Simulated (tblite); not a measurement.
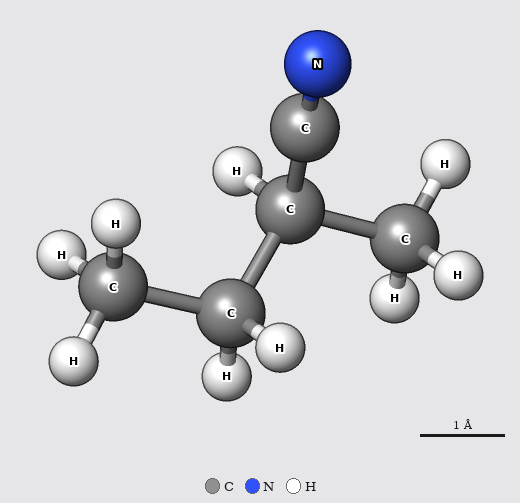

Fig. 1: The starting structure (ball-and-stick view, seen at a tilt). Bond lengths as drawn: C–C 1.45 to 1.54 Å, C–H 1.09 to 1.10 Å and C–N 1.14 Å.

# Molecular dynamics of C$_{5}$H$_{9}$N

- system: C$_{5}$H$_{9}$N (2-methylbutanenitrile)
- method: GFN2-xTB Langevin dynamics, gas phase (tblite 0.8.0)

**Input file**
```
{"job": {"dt": 1.5, "steps": 5000, "equilibration": 400, "friction": 0.005, "h_mass": 4.0, "temperature": 500, "xc": "GFN2-xTB", "basis": "xTB", "kind": "md"}, "charge": 0, "multiplicity": 1}
C      1.958278    -0.004879    -0.431390
C      0.528323    -0.436550    -0.732806
C     -0.462702     0.068968     0.327832
C     -1.878971    -0.461059     0.081451
C     -0.488715     1.513953     0.320541
N     -0.520286     2.656561     0.297791
H      2.287160    -0.403533     0.526591
H      2.632781    -0.368270    -1.202875
H      2.029546     1.080209    -0.394458
H      0.471205    -1.527108    -0.765240
H      0.228669    -0.055109    -1.711798
H     -0.120667    -0.251417     1.320323
H     -2.564796    -0.090510     0.840313
H     -2.238912    -0.140898    -0.894217
H     -1.878569    -1.548400     0.112399
```

The first line tells a small driver script what to run in tblite; the rest is the geometry in Å.

Machine: 1 CPU thread, shared host.

Command:
```bash
OMP_NUM_THREADS=1 python <driver script> task.json out
```

**Output**
```
t/fs     T/K   E - E0/eV
     0.0    341.1     0.0000
   337.5    426.9     0.7348
   675.0    545.5     0.7022
  1012.5    541.1     0.5997
  1350.0    536.4     1.0020
  1687.5    419.0     0.7048
  2025.0    324.1     0.5339
  2362.5    330.0     0.8566
  2700.0    390.9     1.1331
  3037.5    309.7     0.9375
  3375.0    672.0     0.5951
  3712.5    472.0     0.6415
  4050.0    351.4     0.7013
  4387.5    466.6     0.6461
  4725.0    524.6     0.8778
  5062.5    314.4     0.9095
  5400.0    494.6     0.5681
  5737.5    400.9     0.8367
  6075.0    477.7     1.0654
  6412.5    610.0     1.2821
  6750.0    698.0     0.7814
  7087.5    594.2     0.7647
  7425.0    518.3     0.9853
  7762.5    882.4     0.7352
  8100.0    496.3     0.8137
```

**Trajectory as extended XYZ (Å, eV, eV/Å), 7 of the 25 frames kept, from step=0 to step=5400**
```
15
Properties=species:S:1:pos:R:3:forces:R:3 step=0 time_fs=0.0 energy=-494.75402 temperature=341.1
C     1.9583   -0.0049   -0.4314   -0.0020   0.0000  -0.0010
C     0.5283   -0.4365   -0.7328   -0.0010   0.0000   0.0000
C    -0.4627    0.0690    0.3278    0.0020   0.0000   0.0000
C    -1.8790   -0.4611    0.0815    0.0020   0.0010   0.0000
C    -0.4887    1.5140    0.3205   -0.0010  -0.0030   0.0000
N    -0.5203    2.6566    0.2978    0.0010   0.0020   0.0020
H     2.2872   -0.4035    0.5266    0.0000   0.0010   0.0010
H     2.6328   -0.3683   -1.2029    0.0020   0.0000  -0.0010
H     2.0295    1.0802   -0.3945    0.0010   0.0000   0.0000
H     0.4712   -1.5271   -0.7652    0.0010   0.0000  -0.0010
H     0.2287   -0.0551   -1.7118   -0.0020   0.0000   0.0010
H    -0.1207   -0.2514    1.3203   -0.0010   0.0000   0.0000
H    -2.5648   -0.0905    0.8403   -0.0010   0.0010  -0.0010
H    -2.2389   -0.1409   -0.8942    0.0010   0.0000  -0.0010
H    -1.8786   -1.5484    0.1124    0.0000   0.0000   0.0020
15
Properties=species:S:1:pos:R:3:forces:R:3 step=900 time_fs=1350.0 energy=-493.75201 temperature=536.4
C    -1.2890   -3.1745   -1.2197   -0.7050  -1.8480  -2.8570
C    -2.6800   -2.9754   -1.9250    1.9230   1.9030  -0.6270
C    -3.7230   -2.5617   -0.9178    2.7610  -1.6550   2.3770
C    -5.0288   -2.2104   -1.3625   -5.0120  -0.2370  -1.8220
C    -3.2486   -1.3456   -0.2172   -0.2880  -0.0280   0.9080
N    -3.0673   -0.3496    0.3355    0.0320  -1.1700  -0.7550
H    -1.3539   -3.4695   -0.2122   -0.0700  -0.5050   0.9090
H    -0.7251   -3.9118   -1.8735   -0.5980   0.2810   1.1150
H    -0.7092   -2.3243   -1.3386    0.8260   1.8500   0.2960
H    -2.9789   -3.8649   -2.4364   -0.1980  -0.4210  -0.3780
H    -2.4670   -2.1287   -2.6737   -0.6890  -1.1890   0.6440
H    -3.7928   -3.5868   -0.2858    0.0870   2.4040  -0.2570
H    -5.7314   -1.9671   -0.5327    0.6630   0.1650  -0.2680
H    -5.1116   -1.3875   -2.1025    0.3940  -0.3300   0.4640
H    -5.5860   -3.0859   -1.8440    0.8740   0.7800   0.2510
15
Properties=species:S:1:pos:R:3:forces:R:3 step=1800 time_fs=2700.0 energy=-493.62091 temperature=390.9
C    -3.2392   -2.8334   -1.5991   -0.1190   3.7390   2.2860
C    -4.2969   -3.3500   -2.4196   -1.5480   0.3770  -5.0350
C    -4.6796   -4.6809   -1.9183   -1.1450  -2.2860   0.4800
C    -5.5925   -5.6184   -2.7740   -1.3380   0.4020  -1.3210
C    -5.1803   -4.4875   -0.5847   -1.6730   1.0210   4.3800
N    -5.5019   -4.2000    0.5162    1.0420  -1.2230  -4.0690
H    -2.4079   -3.4910   -1.5534    0.6060  -0.2340   0.4550
H    -2.9366   -1.7899   -1.8581    0.2450  -0.8560  -0.4360
H    -3.7859   -2.6011   -0.6504    1.2200  -0.6760   0.1820
H    -3.8681   -3.5645   -3.4625   -0.6300   0.4790   0.7160
H    -5.1856   -2.6460   -2.5890    1.1030  -0.8440   0.4510
H    -3.7477   -5.1946   -1.7429    0.6150  -0.6330  -0.0990
H    -5.3599   -6.7298   -2.6698   -0.5310   1.6500   0.3360
H    -6.7022   -5.3428   -2.5738    1.7330  -0.9030   0.0270
H    -5.5282   -5.4250   -3.9092    0.4200  -0.0130   1.6480
15
Properties=species:S:1:pos:R:3:forces:R:3 step=2700 time_fs=4050.0 energy=-494.05271 temperature=351.4
C    -6.3083   -3.1143    0.0536   -0.9960   2.8680   0.3310
C    -7.3998   -3.0026   -0.9926   -0.3770  -1.1960  -1.1660
C    -7.4570   -4.4340   -1.6171    0.8380   0.8450  -1.8520
C    -8.2572   -4.3799   -3.0019    0.7440   0.2470   2.2490
C    -8.0319   -5.4485   -0.7713    1.2680   2.4150  -1.8150
N    -8.5768   -6.2073   -0.1485   -1.2720  -2.0490   1.6890
H    -5.4243   -3.3607   -0.5191    0.4930   0.1930   0.7190
H    -6.3242   -2.0230    0.4880    0.8590  -2.1520  -0.1890
H    -6.5808   -3.8654    0.8043    0.3340   0.4340  -0.2130
H    -7.1921   -2.2902   -1.8443    0.1670  -0.5860   1.0360
H    -8.3675   -2.7206   -0.5916   -0.1200  -0.0400   0.2380
H    -6.3466   -4.6683   -1.8350   -1.5370  -0.1530   0.1420
H    -8.1461   -5.3645   -3.4109   -0.6200  -0.1860  -0.4950
H    -9.2517   -4.0326   -2.7149   -0.1050  -0.6390  -0.4550
H    -7.8377   -3.6195   -3.6390    0.3220   0.0020  -0.2180
15
Properties=species:S:1:pos:R:3:forces:R:3 step=3600 time_fs=5400.0 energy=-494.18596 temperature=494.6
C    -4.7140    0.0632   -0.9628    0.0090  -0.7430  -0.5420
C    -6.0613   -0.7055   -0.8215   -0.1620   1.0810   0.3350
C    -6.4313   -1.7374   -1.9541    0.2260  -0.2190   1.0870
C    -7.6821   -2.6549   -1.5937    2.2930   0.3320   0.7330
C    -5.1917   -2.4844   -2.1659   -1.4090   0.2360   0.6740
N    -4.1994   -3.0380   -2.1936    0.7590  -0.4800  -0.2710
H    -4.5687    0.6466   -1.8885   -0.1950  -0.7750   0.1000
H    -4.5976    0.8082   -0.1902   -0.1910  -0.0820   0.4890
H    -3.9454   -0.7198   -0.8190    0.0040   0.8050  -0.4350
H    -6.8345    0.0680   -0.5660    0.1180  -0.8140  -0.8870
H    -5.9185   -1.2272    0.1166   -0.2080  -0.5810   0.1760
H    -6.5801   -1.2521   -2.8896   -0.4980   0.7590  -0.7550
H    -8.0144   -3.2325   -2.4570    0.3980  -0.1840   0.4050
H    -7.3389   -3.2341   -0.6872   -0.6090   0.0340  -1.2390
H    -8.4928   -2.0483   -1.2678   -0.5350   0.6320   0.1300
15
Properties=species:S:1:pos:R:3:forces:R:3 step=4500 time_fs=6750.0 energy=-493.97261 temperature=698.0
C    -5.4327    0.0154   -1.0518   -2.6710   0.8250   2.2600
C    -6.9542    0.0337   -1.4843    2.2080   0.0650  -1.5650
C    -7.0843   -0.9290   -2.6638   -0.0630   0.5150  -1.0160
C    -8.4668   -0.7333   -3.3558    0.3390  -0.4630  -0.6890
C    -6.9668   -2.3066   -2.1873   -0.3150   3.9770  -1.4960
N    -7.0866   -3.3492   -1.8013   -0.0250  -3.3890   1.2330
H    -5.2156   -1.0235   -0.6922    0.4850   1.1410  -0.8910
H    -4.9011    0.5325   -1.8625    0.2550  -0.9110   0.6740
H    -5.4702    0.6818   -0.1120    0.7400  -0.8470  -1.2700
H    -7.1897    1.0379   -1.7955    0.0540   0.5490  -0.4940
H    -7.7329   -0.1996   -0.8337   -0.5860  -0.7300   1.9140
H    -6.2922   -0.7018   -3.4116   -0.2400  -0.3500   0.3710
H    -9.1908   -0.5017   -2.5857   -0.2760  -0.0540  -0.0670
H    -8.5212    0.0703   -4.1558    0.4200  -0.9920   1.0750
H    -8.6948   -1.7179   -3.8042   -0.3260   0.6640  -0.0400
15
Properties=species:S:1:pos:R:3:forces:R:3 step=5400 time_fs=8100.0 energy=-493.94032 temperature=496.3
C    -3.3272    0.1433   -1.8337   -2.4670   0.7220  -1.0260
C    -4.8615    0.4875   -1.6847    0.3830   1.2620   0.2560
C    -5.8933   -0.3448   -2.4738    0.7800   0.1040   1.4340
C    -7.2583    0.2251   -2.1856   -2.6610   0.6590   0.1440
C    -5.8334   -1.6427   -1.8895   -0.6370  -1.4590  -0.1780
N    -5.9354   -2.6525   -1.3518    0.3410   0.4870  -0.2200
H    -3.1284   -0.7341   -1.2718    0.4240  -0.5490   0.3520
H    -3.2030   -0.0187   -2.8964    0.5500  -0.2380  -0.1620
H    -2.7504    1.0019   -1.5388    0.2060   0.0220   0.2730
H    -5.1231    1.4606   -2.2451    1.0700  -0.4580   1.8730
H    -5.0754    0.4144   -0.5686   -0.0930   0.7530  -1.4140
H    -5.5806   -0.2141   -3.4839   -0.1490  -0.6250  -1.0110
H    -7.6306   -0.0415   -1.1464    0.6890   0.4090  -1.0860
H    -7.3332    1.3462   -2.3063    0.4650  -1.0870   0.2800
H    -8.0860   -0.1436   -2.8654    1.1000  -0.0040   0.4860
```

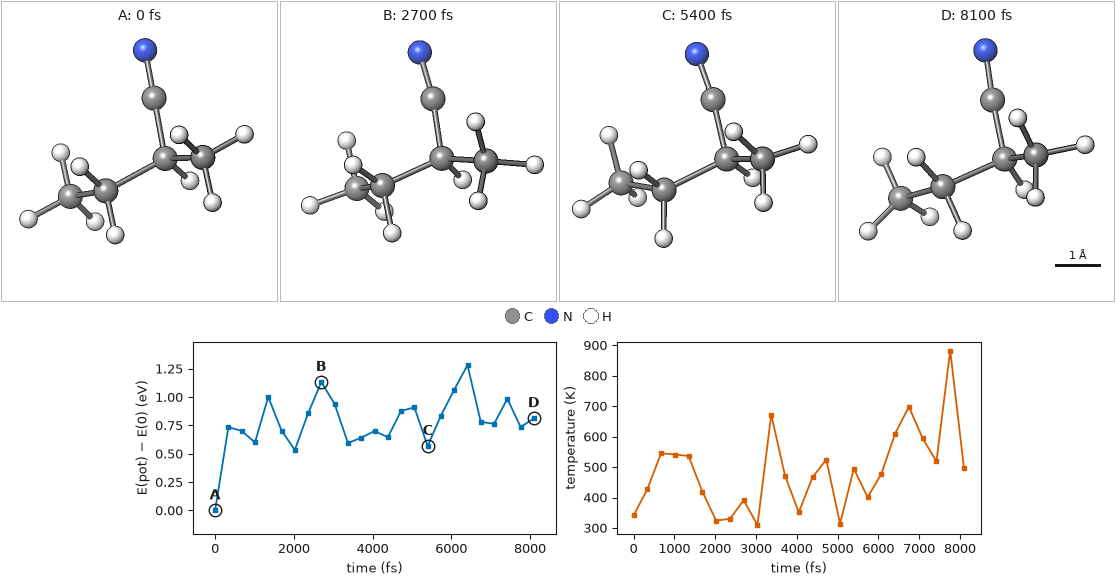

Fig. 2: Frames of the molecular dynamics (ball-and-stick, seen at a tilt) above the curves, on which the letters mark them. The trajectory kept here has 25 frames over 8100 fs. The temperature starts at 341 K, ranges from 310 to 882 K and averages 525 K over the second half. The potential energy ends 0.814 eV above its first value. After an unweighted best fit of the last frame on the first, the root-mean-square displacement is 1.07 Å, and H7 has moved furthest (1.87 Å).

**Summary**

- outcome: finished
- mean temperature over the second half: 525 K
- trajectory: 25 frames kept, 8100 fs
- wall time: 19 s
- peak memory: 0.41 GiB
